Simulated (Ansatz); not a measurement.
# Calculations on BPN2H8

**1. Relaxation**

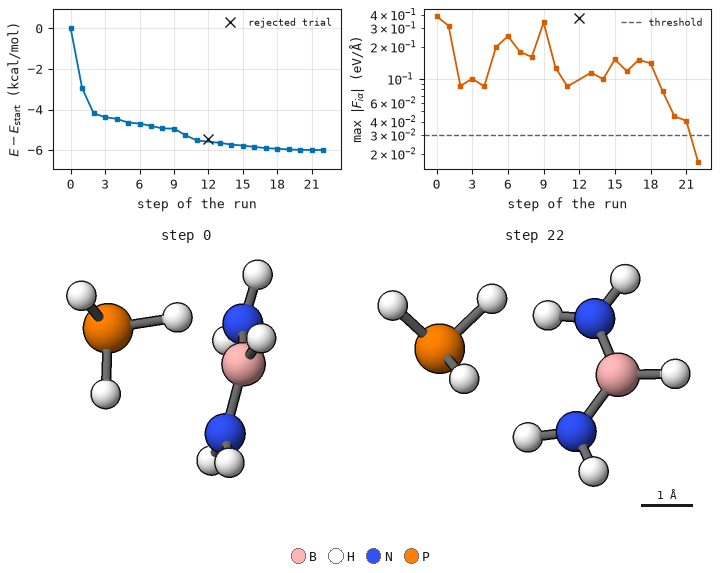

First and last geometry of a relaxation of BPN$_{2}$H$_{8}$, with the history of the run. The picture is a ball-and-stick view, seen from a free direction.

The run prepares an end point of a later path (reaction) calculation, from a guessed geometry.

Computed with RKS PBE0/6-31G* (Ansatz).

The input:
```yaml
crystal:
  periodic: [false, false, false]
  atoms:
    - { symbol: B, position_ang: [0.032781, -0.269684, -0.280649] }
    - { symbol: H, position_ang: [0.002812, -0.574163, 0.875785] }
    - { symbol: "N", position_ang: [1.285793, -0.190739, -0.921415] }
    - { symbol: H, position_ang: [2.144884, -0.40118, -0.439997] }
    - { symbol: H, position_ang: [1.418584, 0.087644, -1.883173] }
    - { symbol: "N", position_ang: [-1.192912, -0.019735, -0.938536] }
    - { symbol: H, position_ang: [-2.082863, -0.149471, -0.485224] }
    - { symbol: H, position_ang: [-1.272404, 0.205104, -1.919658] }
    - { symbol: P, position_ang: [-0.26164, 2.434347, 1.257438] }
    - { symbol: H, position_ang: [-1.676907, 2.375438, 1.149577] }
    - { symbol: H, position_ang: [-0.30748, 3.003421, 2.567396] }
    - { symbol: H, position_ang: [-0.146149, 1.092818, 1.712657] }
basis:
  gaussian: { orbitals: "6-31G*" }
hamiltonian:
  xc: pbe0
relax:
  f_tol: 0.03
  max_steps: 50
output:
  orbitals: {}
```

Command:
```bash
ansatz run input.yaml --threads 1 --pin off --max-ram 2048MiB --backend cpu --events-out ev --progress --plain --runs-dir out
```

> Did the run converge, and what did it change?

It converged. The largest move after the best rigid fit is that of H2, 1.69 Å. By element the largest moves are H 1.69 Å, B 0.60 Å, P 0.51 Å, N 0.24 Å. Among the contacts that change: B1–H2 1.196 → 1.202 Å, P9–H11 1.429 → 1.423 Å. Over 21 accepted moves (22 points after the start) the energy falls by 6.00 kcal/mol. The largest force component goes from 0.39 to 0.017 eV/Å. The line search rejected the trial step at point 12 of the run. Cost: 89 s on 1 thread of Arm Neoverse V1 (shared host), peak memory 0.16 GiB.

**2. Relaxation**

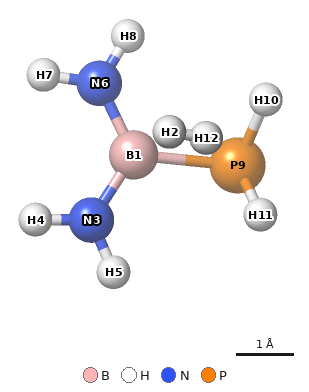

This is the input geometry for a relaxation of BPN2H8. The picture is a ball-and-stick view, seen from a free direction.

The run prepares an end point of a later path (reaction) calculation, from a guessed geometry.

All numbers below come from Ansatz 0.2.0, RKS PBE0/6-31G*.

Input file:
```yaml
crystal:
  periodic: [false, false, false]
  atoms:
    - { symbol: B, position_ang: [-0.106408, 0.663506, -0.448943] }
    - { symbol: H, position_ang: [-0.35346, -0.140202, 1.80148] }
    - { symbol: "N", position_ang: [1.186149, 0.116774, -0.62037] }
    - { symbol: H, position_ang: [1.358074, -0.785624, -1.038313] }
    - { symbol: H, position_ang: [2.032375, 0.613803, -0.396399] }
    - { symbol: "N", position_ang: [-1.264894, -0.033353, -0.863395] }
    - { symbol: H, position_ang: [-1.240517, -0.930546, -1.324824] }
    - { symbol: H, position_ang: [-2.197352, 0.33091, -0.75729] }
    - { symbol: P, position_ang: [-0.27906, 2.479228, 0.163374] }
    - { symbol: H, position_ang: [-1.438353, 2.313597, 0.969327] }
    - { symbol: H, position_ang: [0.631072, 2.414818, 1.254706] }
    - { symbol: H, position_ang: [-0.383127, 0.550889, 1.954848] }
basis:
  gaussian: { orbitals: "6-31G*" }
hamiltonian:
  xc: pbe0
relax:
  f_tol: 0.03
  max_steps: 50
```

Run as
```bash
ansatz run input.yaml --threads 1 --pin off --max-ram 2048MiB --backend cpu --events-out ev --progress --plain --runs-dir out
```

Q: Predict the outcome.

A: The atom that moves furthest after the best rigid fit is H12 (1.43 Å). Largest moves by element: H 1.43 Å, P 0.53 Å, N 0.26 Å, B 0.25 Å. Near-neighbour distances that change, for instance: H2–H12 0.709 → 0.745 Å, B1–P9 1.924 → 1.955 Å. Over 24 accepted moves (28 points after the start) the energy falls by 0.305 eV. The largest force component goes from 1.6 to 0.014 eV/Å. The line search rejected the trial steps at points 5, 13, 14, 16 of the run. The forces were under the threshold at step 7, but the run went on from there. The run took 110 s on 1 thread of Arm Neoverse V1 (shared host), peak memory 0.16 GiB.

The structure at the end:

```xyz
12

B    -0.0089    0.8574   -0.5674
H    -0.8955   -1.0145    2.7160
N     1.2794    0.3136   -0.7709
H     1.4466   -0.6550   -0.9978
H     2.1230    0.8572   -0.6978
N    -1.1774    0.0624   -0.6586
H    -1.1708   -0.9054   -0.9453
H    -2.1049    0.4347   -0.5399
P    -0.1881    2.7808   -0.2682
H    -1.2389    2.7154    0.6889
H     0.8325    2.9029    0.7158
H    -0.9523   -0.7557    2.0195
```

The end point in the same view:

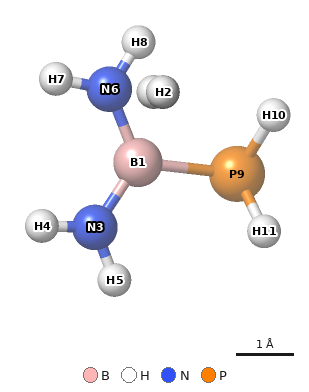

Limits of the set-up: the start holds two separate molecules, 2.2 Å apart at their closest, whose relative position is a soft coordinate and is computed without a dispersion correction.

**3. Path**

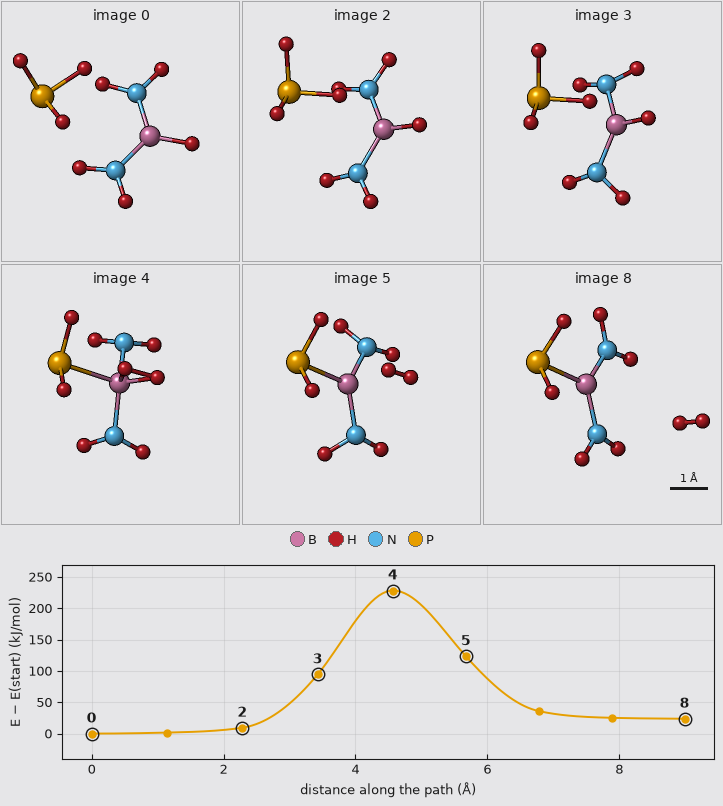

NEB run on BPN2H8, made up at the start of BN2H5 and PH₃. Images are numbered from 0 (start) to 8 (end). Style: ball-and-stick. Shown from a free direction.

Computed with RKS PBE0/6-31G* in Ansatz 0.2.0. Run with 7 movable images; climbing image; force threshold 0.05 eV/Å; iteration limit 49; starting path through a guess of the saddle point.

What happens along the path, and what is the barrier?

Breaking: B–H (1.20 → 3.88 Å), H–P (1.42 → 4.28 Å). Forming: B–P (3.92 → 1.95 Å), H–H (4.08 → 0.75 Å). The highest point, image 4, lies 228.3 kJ/mol above the start and 204.6 kJ/mol above the end; the end is at +23.7 kJ/mol relative to the start. The band converged in 22 iterations. The largest component of the band force went from 11 to 0.013 eV/Å. The climbing image converged on the top of the path. Its vibrational analysis gives one imaginary mode (798i cm⁻¹), as a transition state must have.

Limits of the set-up: the start holds two separate molecules, 3.0 Å apart at their closest, whose relative position is a soft coordinate and is computed without a dispersion correction.

The run took 9.7 min on 1 thread of Arm Neoverse V1, on a shared host, peak memory 0.16 GiB.
